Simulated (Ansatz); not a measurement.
# Ligand exchange: AsH(CH3)2 + C2H10OSi2 → As(CH3)2(SiH3) + C2H8OSi

Species: AsH(CH3)2 (dimethylarsine), singlet; C2H10OSi2 `O[SiH2]CC[SiH3]`, singlet; As(CH3)2(SiH3), singlet; C2H8OSi `CC[SiH2]O`, singlet. The partners trade H for SiH3: As–H and C–SiH3 bonds give way to As–SiH3 and C–H.

Shapes, held fixed at every level: PBE0-D4/def2-TZVP. Flexible molecules stand in one conformer, not always the lowest. Programs: Ansatz 0.2.0. The zero-point and thermal change to 298 K, harmonic and unscaled (PBE0-D4/def2-TZVP), is +7.0 kJ/mol.

| level | kind | ΔH(298 K) (kJ/mol) | less CCSD(T)/def2-TZVPP |
| --- | --- | --- | --- |
| SPW92/def2-TZVPP | LDA | -26.3 | +1.9 |
| PBE-D4/def2-TZVPP | GGA | -33.7 | -5.5 |
| B3LYP-D4/def2-TZVPP | global hybrid | -29.4 | -1.2 |
| BHLYP-D4/def2-TZVPP | global hybrid | -28.7 | -0.5 |
| PBE0-D4/def2-TZVPP | global hybrid | -32.9 | -4.7 |
| B2PLYP/def2-TZVPP | double hybrid | -30.1 | -1.9 |
| MP2/def2-TZVPP | perturbation theory | -30.6 | -2.4 |
| CCSD(T)/def2-TZVPP | coupled cluster or CI | -28.2 | 0.0 |

The highest level, CCSD(T)/def2-TZVPP, gives ΔH(298 K) = -28.2 kJ/mol; the levels span -33.7 to -26.3. The column of differences is taken from that level and isn't an error. No measured value is set beside it here. Relativity is left out for As. Outer-core shells of As are correlated in most correlated rows, in sets that cover them unevenly.

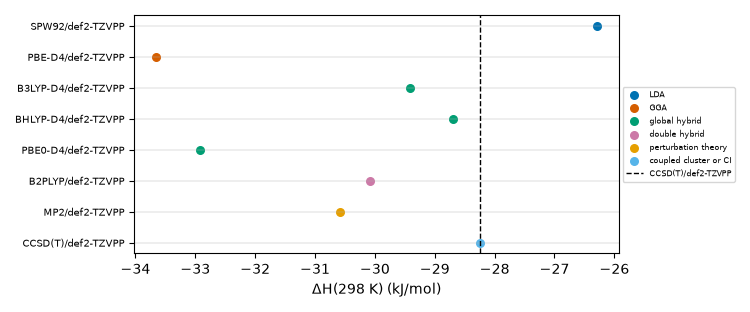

The values of the table, level by level.
